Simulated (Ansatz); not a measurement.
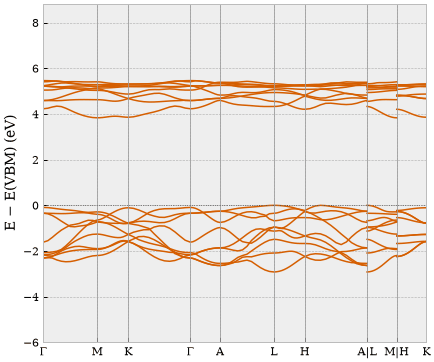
Fig. 1. Band structure from the program Ansatz at the PBE level (PAW)

**Question.** Read off the gap and where the band edges lie.

**Answer.** About 3.8 eV (3.83 eV by a search for the band edges); maximum on the H–A line, 26 % of the way from H, minimum at M.

The material is La2O3 (La2O3 or Ni2Al3 type, space group No. 164).

Space group P-3m1 (La2O3 or Ni2Al3 type). The cell was relaxed with PBE under the symmetry of its start. Scalar-relativistic: spin–orbit coupling is off unless named, which matters more the heavier the elements.

Potentials: the later of the program's two PAW sets.
